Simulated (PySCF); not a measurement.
Consider C$_{4}$H$_{9}$N (SMILES CNC1CC1).

The calculation's input:

```
{"job": {"kind": "nmr", "xc": "PBE0", "basis": "pcSseg-1"}, "charge": 0, "multiplicity": 1}
C      1.883092     0.522759     0.065868
N      0.870682    -0.481635     0.284409
C     -0.338137    -0.261678    -0.435798
C     -1.375644     0.613341     0.205419
C     -1.594018    -0.867816     0.110460
H      1.522543     1.498306     0.430230
H      2.175970     0.660386    -0.997846
H      2.790746     0.274423     0.636808
H      1.234834    -1.410405     0.087045
H     -0.269753    -0.190188    -1.536237
H     -1.967597     1.275213    -0.431879
H     -1.124741     1.019111     1.188757
H     -1.488995    -1.448439     1.030311
H     -2.338412    -1.247196    -0.594294
```

Launched as:

```sh
OMP_NUM_THREADS=1 python probes_run.py task.json out
```

Geometry: PBE0-D3(BJ)/def2-SVP.

Theory: PBE0/pcSseg-1, SCF density, gas phase, non-relativistic in PySCF.

Predict the electron density and electron localisation function between the atoms.

Answer. C–N (1.42 Å): ρ at the midpoint is about 2 e/Å³; the ELF peaks at about 0.95 between the atoms, as expected for localised, covalent bonding.
C–C (1.50 Å): the density is about 1.6 e/Å³ at the midpoint; the ELF peaks at about 0.90 between the atoms, as expected for a covalent bond.
C–H (1.09 Å): ρ is about 2 e/Å³ halfway; the ELF climbs to about 1 towards the hydrogen, as it does in any bond to H (an ordinary covalent bond to hydrogen).

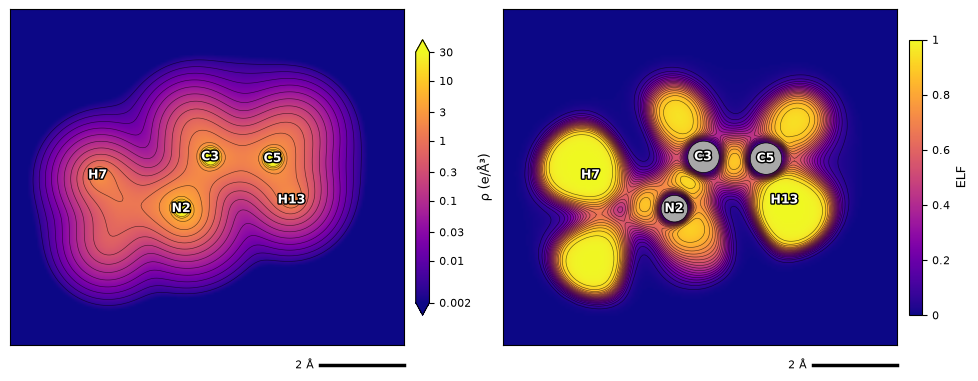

Computed electron density and electron localisation function on the plane of atoms C3, C5 and H13, in this order. Grey discs cover the atomic cores in the ELF map. 
